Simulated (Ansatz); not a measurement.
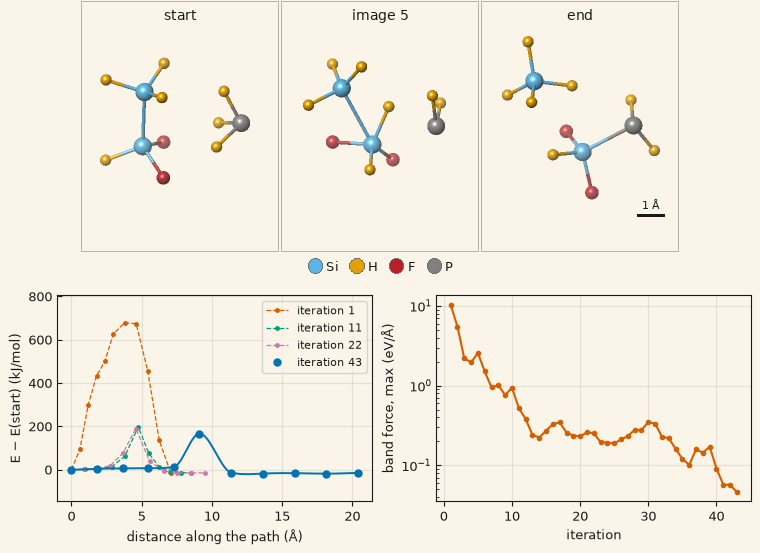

A search for the minimum-energy path of Si₂PH₇F₂, made up of Si$_{2}$H$_{4}$F$_{2}$ and PH$_{3}$ by the nudged elastic band. Images are numbered from 0 (start) to 10 (end). The plot follows the band through its iterations. The picture is a ball-and-stick view, seen at a tilt.

Method: Ansatz, RKS LDA/def2-SVP. Run with 9 movable images; climbing image; force threshold 0.05 eV/Å; iteration limit 60; starting path through a guess of the saddle point.

Judge this run.

Answer. The run is converged, with reservations. The band converged in 43 iterations. The largest component of the band force went from 10 to 0.046 eV/Å. The climbing image converged on the top of the path. Its vibrational analysis gives one imaginary mode (754i cm⁻¹), as a transition state must have. The first iteration put the highest image at 679.4 kJ/mol. The energy climbs by 167.1 kJ/mol to image 5 and then falls by 181.7 kJ/mol, so the end point sits at −14.6 kJ/mol. Image 9 lies below both ends, at −18.0 kJ/mol, which points to an intermediate minimum that so few images don't resolve.

Limits of the set-up: the start holds two separate molecules, 2.3 Å apart at their closest, whose relative position is a soft coordinate and is computed without a dispersion correction.

The run took 4.3 min on 4 threads of Arm Neoverse V2, on a shared host, peak memory 0.17 GiB.
